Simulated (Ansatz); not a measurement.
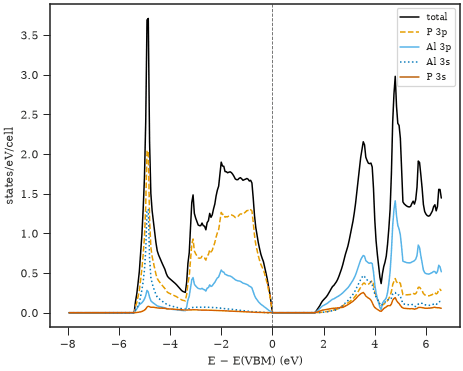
Total and projected density of states of AlP (zinc blende, space group No. 216), the program Ansatz at the PBE level (PAW)

Which orbitals carry the states next to the gap?

Top 1 eV of the valence band: P 3p 80 %, Al 3p 17 %. Bottom 1 eV of the conduction band: Al 3p 52 %, P 3s 17 %, P 3p 9 %, Al 3s 8 %, outside the projected shells 14 %. Projections are on Löwdin-orthogonalised atomic valence shells; empty p or d shells of many metals are not among them.

Where is the tallest occupied peak in this window, and what makes it?

Near -4.8 eV, about 3.7 states/eV per cell; the largest projected share is P 3p.

Space group F-43m (zinc blende). The PBE relaxation kept the symmetry of its start.

Potentials: the later of the program's two PAW sets.
